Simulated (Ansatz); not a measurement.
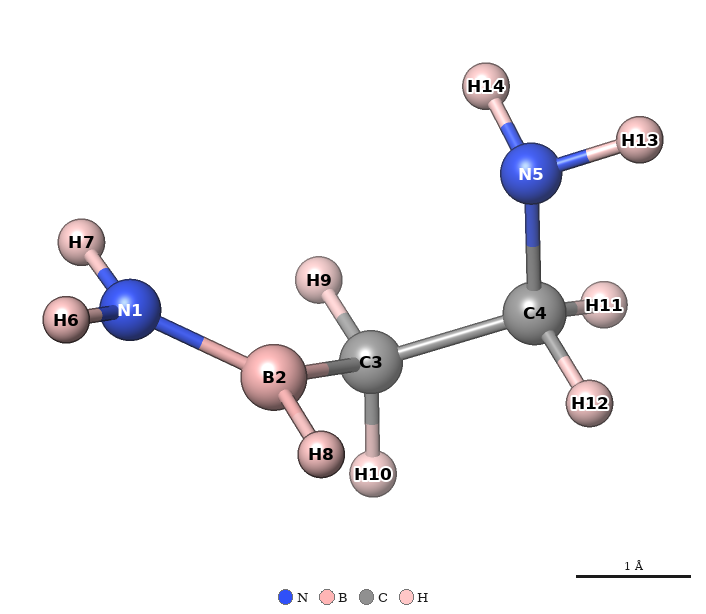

Orthographic view. Distant atoms are faded towards the background colour. The computed structure is the end point of a PBE-D4/def2-SVP optimisation. No frequency run is at hand to confirm it as a minimum.

Write a MOL file (V2000) with the atoms in numerical order, bonds sorted by atom number with the orders drawn, and coordinates in the frame of the picture: x right, y up, z towards the viewer, origin at the mean position.

```
C2H9BN2
                    3D

 14 13  0  0  0  0  0  0  0  0999 V2000
   -2.1900   -0.0600    0.7200 N   0  0  0  0  0  0  0  0  0  0  0  0
   -0.9300   -0.6500    0.5700 B   0  0  0  0  0  0  0  0  0  0  0  0
   -0.0800   -0.5200   -0.7600 C   0  0  0  0  0  0  0  0  0  0  0  0
    1.3600   -0.0900   -0.4400 C   0  0  0  0  0  0  0  0  0  0  0  0
    1.3300    1.1300    0.3700 N   0  0  0  0  0  0  0  0  0  0  0  0
   -2.7500   -0.1500    1.5700 H   0  0  0  0  0  0  0  0  0  0  0  0
   -2.6200    0.5300    0.0100 H   0  0  0  0  0  0  0  0  0  0  0  0
   -0.5200   -1.3300    1.5000 H   0  0  0  0  0  0  0  0  0  0  0  0
   -0.5400    0.2000   -1.4800 H   0  0  0  0  0  0  0  0  0  0  0  0
   -0.0600   -1.5000   -1.2900 H   0  0  0  0  0  0  0  0  0  0  0  0
    1.9600   -0.0200   -1.3800 H   0  0  0  0  0  0  0  0  0  0  0  0
    1.8400   -0.8800    0.1800 H   0  0  0  0  0  0  0  0  0  0  0  0
    2.2800    1.4300    0.6100 H   0  0  0  0  0  0  0  0  0  0  0  0
    0.9300    1.9000   -0.1900 H   0  0  0  0  0  0  0  0  0  0  0  0
  1  2  1  0
  1  6  1  0
  1  7  1  0
  2  3  1  0
  2  8  1  0
  3  4  1  0
  3  9  1  0
  3 10  1  0
  4  5  1  0
  4 11  1  0
  4 12  1  0
  5 13  1  0
  5 14  1  0
M  END
```
